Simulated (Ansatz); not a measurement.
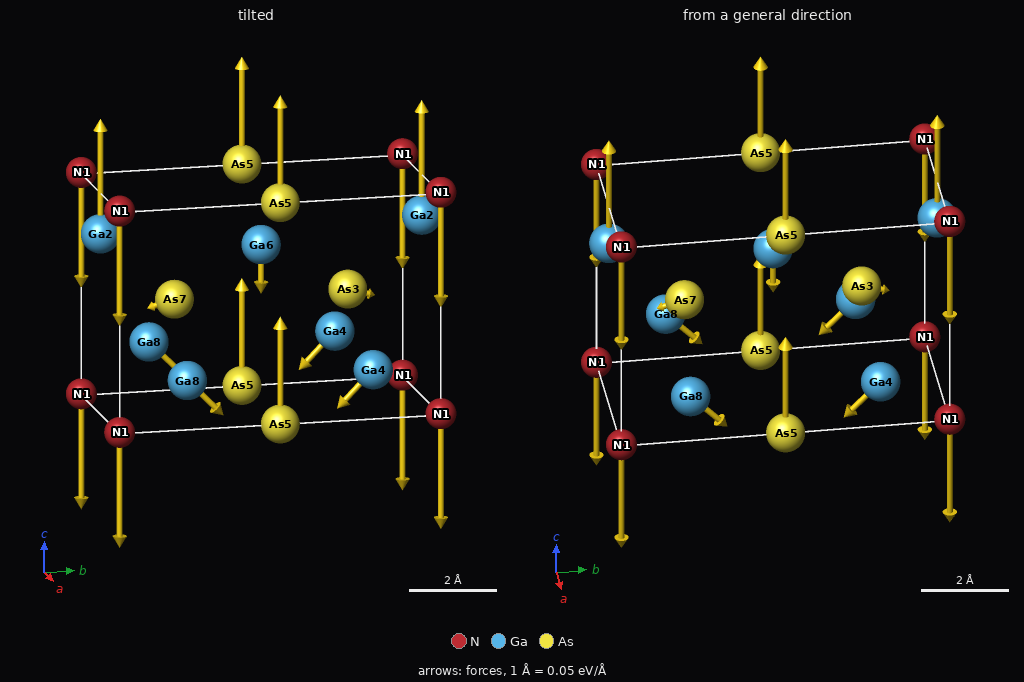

An orthographic spheres-only view of the structure, slightly off an axis and from a general direction. The frame is the simulation cell; atoms at its boundary are shown with their periodic copies. The arrows are the computed forces on the atoms.

System: Ga4As3N. All computed values are from DFT, PBE with spin-orbit coupling, plane waves, PAW (Ansatz). Settings: a basis cut at 420 eV, the zone sampled with 6×4×6 points, Fermi-Dirac smearing of 0.02 eV, no moments seeded, so the run stays non-magnetic, spinor wavefunctions.

Q: Is the structure at a minimum of the energy?

A: No. The atoms still feel forces of up to about 0.12 eV/Å, above a usual threshold of 0.01 to 0.03 eV/Å.

The structure comes from a structure type filled with these elements by a generator (whether the compound takes this form wasn't checked). Earlier steps of the study, as a rule a relaxation of our own, may have changed the cell and positions, so they can lie some per cent off the listed ones. A calculation with Ansatz used it as input.
